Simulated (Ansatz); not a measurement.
# CH6AlNSi: rigid scan of one bond length in Python

How does the energy of CH6AlNSi change as one bond is stretched? The task is a rigid scan of one bond length, for CH6AlNSi.

All numbers are computed with Ansatz 0.2.0 through its Python package. Level of theory: Hartree-Fock/6-31G*.

## Step 1: The structure

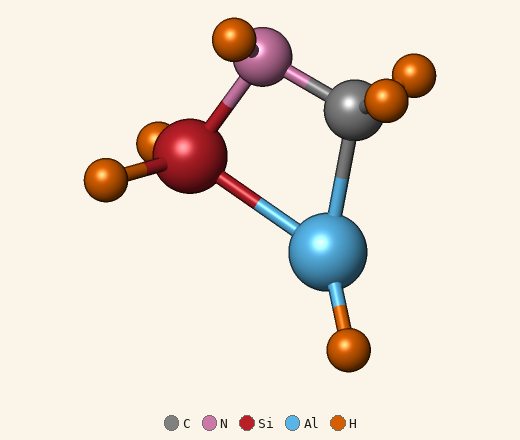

The structure that the script starts from, seen from a chosen angle (carbon grey, nitrogen pink, silicon red, aluminium blue, hydrogen orange).

The script holds or builds the structure itself.

## Step 2: The script

ch6alnsi.py

```python
"""Stretching a bond of CH6AlNSi, the rest held rigid."""

import logging
import sys

import ansatz
import numpy as np

logging.basicConfig(stream=sys.stdout, format="[%(levelname)s] %(message)s")
log = logging.getLogger("run")
log.setLevel(logging.INFO)


def main() -> None:
    geometry_ang = [
        ("C", (-0.6296, 0.8054, -0.5233)),
        ("N", (-0.6312, 0.5387, 0.8993)),
        ("Si", (0.2333, -1.0049, 0.8572)),
        ("Al", (0.4293, -0.645, -1.3976)),
        ("H", (-1.7295, 0.8334, -0.9024)),
        ("H", (-0.2107, 1.8505, -0.7598)),
        ("H", (0.0274, 1.239, 1.3693)),
        ("H", (-0.5544, -2.1145, 1.2616)),
        ("H", (1.5685, -0.8888, 1.5964)),
        ("H", (1.58, -0.6649, -2.3976)),
    ]
    system = ansatz.Crystal.molecule()
    for symbol, xyz in geometry_ang:
        system = system.atom(symbol, xyz)

    symbols = [site.symbol for site in system.cartesian_sites]
    start = np.array([site.position_ang for site in system.cartesian_sites])
    axis = (start[8] - start[2]) / np.linalg.norm(start[8] - start[2])
    moving = [8]
    lengths, energies = [1.3, 1.41, 1.53, 1.68, 1.91, 2.3, 2.76, 3.37], []
    for length in lengths:
        xyz = start.copy()
        xyz[moving] += (length - np.linalg.norm(start[8] - start[2])) * axis
        point = ansatz.Crystal.molecule()
        for symbol, place in zip(symbols, xyz):
            point = point.atom(symbol, place.tolist())
        job = (
            point.calculation()
            .basis(gaussian="6-31G*")
            .functional("hf")
        )
        summary = job.run().report
        energies.append(summary["free_energy_ev"])
        log.info(f"r = {length:6.3f} A  E = {energies[-1]:.5f} eV  <S^2> = {abs(summary['mean_field']['state']['spin_squared']):.3f}")

    print("energy above the lowest point (eV):", [round(e - min(energies), 3) for e in energies])


if __name__ == "__main__":
    main()
```

## Step 3: The run

Command:

```sh
$ python ch6alnsi.py
```

The log of the run:

```text
[INFO] r =  1.300 A  E = -17048.45329 eV  <S^2> = 0.000
[INFO] r =  1.410 A  E = -17048.84114 eV  <S^2> = 0.000
[INFO] r =  1.530 A  E = -17048.89691 eV  <S^2> = 0.000
[INFO] r =  1.680 A  E = -17048.65641 eV  <S^2> = 0.000
[INFO] r =  1.910 A  E = -17047.98790 eV  <S^2> = 0.000
[INFO] r =  2.300 A  E = -17046.70007 eV  <S^2> = 0.000
[INFO] r =  2.760 A  E = -17045.34683 eV  <S^2> = 0.000
[INFO] r =  3.370 A  E = -17043.94896 eV  <S^2> = 0.000
energy above the lowest point (eV): [0.444, 0.056, 0.0, 0.24, 0.909, 2.197, 3.55, 4.948]
```

Run time: 6 s. Hardware: 1 thread of Arm Neoverse V2, shared host; peak memory 0.2 GiB.

## Step 4: The engine's runs

From the records of these 8 runs:

```tsv
run	distance (Å)	energy from run 3 (eV)	SCF cycles	CPU time (s)
1	1.30	0.4436	11	0.63
2	1.41	0.0558	11	0.64
3	1.53	0.0000	13	0.65
4	1.68	0.2405	13	0.65
5	1.91	0.9090	13	0.66
6	2.30	2.1968	13	0.65
7	2.76	3.5501	36	0.84
8	3.37	4.9480	36	0.86
```

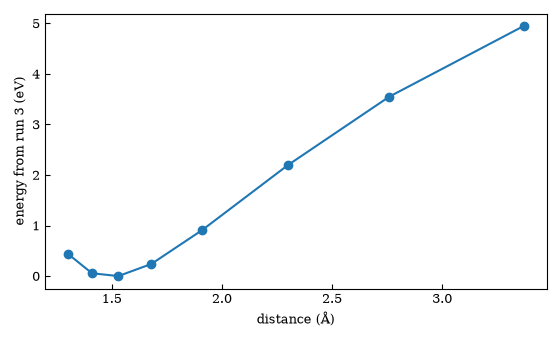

Energy against distance; lines join the points.

## Step 5: Outcome

| quantity | value |
| --- | --- |
| runs compared | 8 |
| range of energy | 4.948 eV |
| lowest point, distance (Å) | 1.53 |

**Reading.** The lowest point, at 1.53, lies inside the range. The ends stand 0.444 and 4.95 eV above it. The distance scanned is the script's pair 2, 8. Reading the output:
- The rest of the molecule is held rigid at a force-field or estimated start geometry, and the basis set is modest; single-reference methods fail as a bond breaks.
- The orbitals are restricted, so S² is zero by construction.
- Toward dissociation an unrestricted state can lie under the restricted one, by tenths of an eV for polar bonds under a functional and by 1 to 2 eV or more for others.
